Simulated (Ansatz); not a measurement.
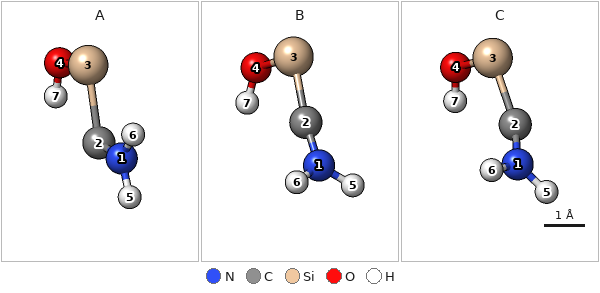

3 geometries from a converged minimum-energy path of CH3NOSi, shuffled. The picture is a ball-and-stick view, seen from a free direction.

All numbers below come from Ansatz, RHF/cc-pVDZ. Settings: 7 movable images; climbing image; force threshold 0.05 eV/Å; iteration limit 60; starting path through a guess of the saddle point.

Which frame is the top of the path?

Answer. A. In order along the path, whose images run from 0 to 8: A (image 4, +38.4 kJ/mol), C (image 7, +4.2 kJ/mol), B (image 8, 0.0 kJ/mol). The motion is a rotation about the N1–C2 bond by about 180°. No bond forms or breaks between the ends. Bond angles that change up to the highest image, for instance: N1–C2–Si3 170.5° → 112.2°, C2–Si3–O4 102.8° → 96.6°.
